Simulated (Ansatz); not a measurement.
**BN2H5 (SMILES NBN): CCSD/6-311+G(d,p)**

Aim: the vertical electron affinity of BN2H5 at CCSD/6-311+G**, from 2 runs. 

Program for the calculation: Ansatz 0.2.0.

41 further runs of the same task are left out: 41 set aside as unsound or not needed.

### 1 The system as given

BN2H5 has 8 atoms, charge 0, and is taken as a singlet. SMILES: `NBN`. The coordinates come from a PBE0-D4/def2-TZVP relaxation.

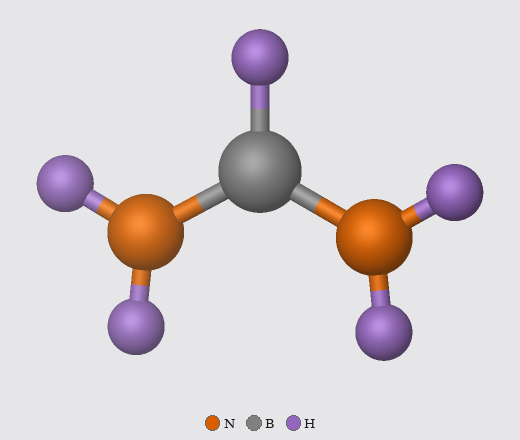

The structure, seen from a chosen angle (nitrogen orange, boron grey, hydrogen purple).

### 2 A single-point energy at CCSD/6-311+G(d,p)

File molecule.yaml:

```yaml
crystal:
  periodic: [false, false, false]
  atoms:
    - {symbol: N, position_ang: [-0.971000, 0.516500, -0.581100]}
    - {symbol: B, position_ang: [0.194200, 0.386600, 0.200500]}
    - {symbol: "N", position_ang: [0.848200, -0.845200, 0.401400]}
    - {symbol: H, position_ang: [-1.426800, -0.244500, -1.053400]}
    - {symbol: H, position_ang: [-1.423900, 1.400900, -0.713700]}
    - {symbol: H, position_ang: [0.649700, 1.368600, 0.718000]}
    - {symbol: H, position_ang: [1.676700, -0.919800, 0.960900]}
    - {symbol: H, position_ang: [0.545000, -1.720300, 0.011600]}
basis:
  gaussian: {orbitals: 6-311+G_st__st_.json}
correlation: {method: ccsd, frozen_orbitals: {B: 1, H: 0, "N": 1}}
accuracy: high
scf: {omitted_lower_state_checks: [cluster_reference, increment]}
```

The basis set 6-311+G** is read from a file made from the Basis Set Exchange's data (not shown).

Launch:

```bash
ansatz run molecule.yaml --threads 1 --pin off --max-ram 3480MiB --events-out events.jsonl --progress --plain --runs-dir runs
```

Standard output, cut to the lines that bear on the results:

```text
Warning: RAYON_NUM_THREADS=1 ignored (pool sized by the plan → 1); use --threads N
Functional definition: HF
  name "HF"
[...]
1919 factors; integrals over basis functions are off by at most 3.4e-9 eV
[...]
mean field -3717.68256145 eV, -136.6223141975 hartree, gradient 1.9e-8 eV, S^2 0.000000; 0 other end points of the search recorded, 0 dependent functions left out
3 core orbitals not correlated: weight in the atoms' cores, before any rotation towards them, 1.000 or more for the frozen orbitals, at most 0.000 for the correlated occupied ones
reference -3717.68256145 eV, -136.6223141975 hartree; 9, 9 occupied and 84, 84 virtual orbitals, 1919 factors
second order -12.53921768 eV of doubles, -0.00000000 eV of singles
cycle   1  -12.92700622 eV  change   -3.9e-1 eV  update   7.2e-2
[...]
cycle  20  -13.29831751 eV  change  -4.4e-10 eV  update  7.4e-10
Total energy: -3730.98087895 eV, -137.1110183519 hartree
Checks for a lower state left out: cluster_reference, increment
```

It took 9 s on 1 thread of Intel Xeon 6975P-C (Granite Rapids), shared host; peak memory 0.72 GiB.

### 3 The doublet anion at the same level

File run.yaml:

```yaml
crystal:
  periodic: [false, false, false]
  atoms:
    - symbol: "N"
      position_ang: [-0.971000, 0.516500, -0.581100]
    - symbol: B
      position_ang: [0.194200, 0.386600, 0.200500]
    - symbol: "N"
      position_ang: [0.848200, -0.845200, 0.401400]
    - symbol: H
      position_ang: [-1.426800, -0.244500, -1.053400]
    - symbol: H
      position_ang: [-1.423900, 1.400900, -0.713700]
    - symbol: H
      position_ang: [0.649700, 1.368600, 0.718000]
    - symbol: H
      position_ang: [1.676700, -0.919800, 0.960900]
    - symbol: H
      position_ang: [0.545000, -1.720300, 0.011600]
basis:
  gaussian:
    orbitals: 6-311+G_st__st_.json
total_charge: -1
magnetization:
  spin_polarized: true
  initial_magnetization: 1
correlation:
  method: ccsd
  frozen_orbitals: {B: 1, H: 0, "N": 1}
accuracy: high
scf:
  omitted_lower_state_checks: [cluster_reference, increment]
```

The basis set 6-311+G** is read from a file made from the Basis Set Exchange's data (not shown).

Launch:

```bash
ansatz run run.yaml --threads 1 --pin off --max-ram 3480MiB --events-out events.jsonl --progress --plain --runs-dir runs
```

Standard output, cut to the lines that bear on the results:

```text
Warning: RAYON_NUM_THREADS=1 ignored (pool sized by the plan → 1); use --threads N
Functional definition: HF
  name "HF"
[...]
1919 factors; integrals over basis functions are off by at most 3.4e-9 eV
[...]
mean field -3716.21050149 eV, -136.5682169918 hartree, gradient 1.6e-8 eV, S^2 0.750488; 10 other end points of the search recorded, 0 dependent functions left out
3 core orbitals not correlated: weight in the atoms' cores, before any rotation towards them, 1.000 or more for the frozen orbitals, at most 0.000 for the correlated occupied ones
reference -3716.21050149 eV, -136.5682169918 hartree; 10, 9 occupied and 83, 84 virtual orbitals, 1919 factors
second order -12.77820601 eV of doubles, -0.00000000 eV of singles
cycle   1  -13.14330535 eV  change   -3.7e-1 eV  update   8.3e-2
[...]
cycle  29  -13.55055302 eV  change   5.0e-10 eV  update   1.3e-9
Total energy: -3729.76105451 eV, -137.0661906303 hartree
Checks for a lower state left out: cluster_reference, increment
```

It took 38 s on 1 thread of Intel Xeon 6975P-C (Granite Rapids), shared host; peak memory 1.4 GiB.

### 4 Summary of results

At CCSD/6-311+G**, 3 core orbitals frozen:

```
                                                  quantity          value
                               singlet BN2H5: total energy  -137.11102 Eh
singlet BN2H5: correlation energy (3 core orbitals frozen)     -488.7 mEh
                              singlet BN2H5: T1 diagnostic          0.012
                               doublet anion: total energy  -137.06619 Eh
doublet anion: correlation energy (3 core orbitals frozen)     -498.0 mEh
          doublet anion: ⟨S²⟩ of the reference determinant          0.750
                              doublet anion: T1 diagnostic          0.022
         vertical electron affinity (to the doublet anion)      -1.220 eV
```

In words: The anion lies 1.22 eV (118 kJ/mol) above the neutral: the electron isn't bound at this level, and such a value depends on the basis.
